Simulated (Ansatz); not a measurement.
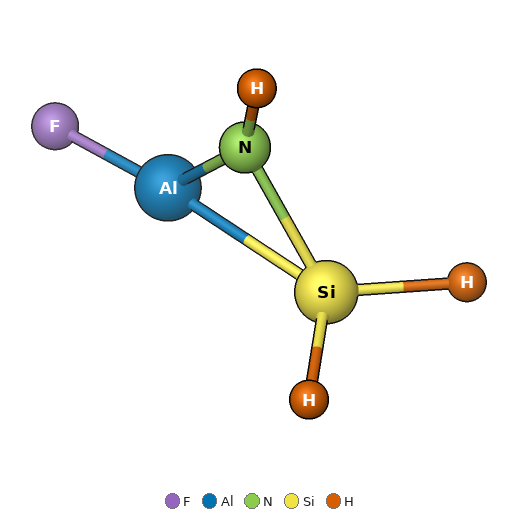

Computed geometry: PBE0-D4/def2-TZVP optimisation. Level of theory: RKS r2SCANh-D4/def2-TZVPP (Ansatz 0.2.0).

Computed properties:

The species is AlFH₃NSi (`[F][Al]1[NH][SiH2]1`).
- HOMO energy (Kohn–Sham orbital): −6.47 eV
- LUMO energy (Kohn–Sham orbital): −1.77 eV
- HOMO–LUMO gap: 4.70 eV
- dispersion correction: −3.2 kJ/mol
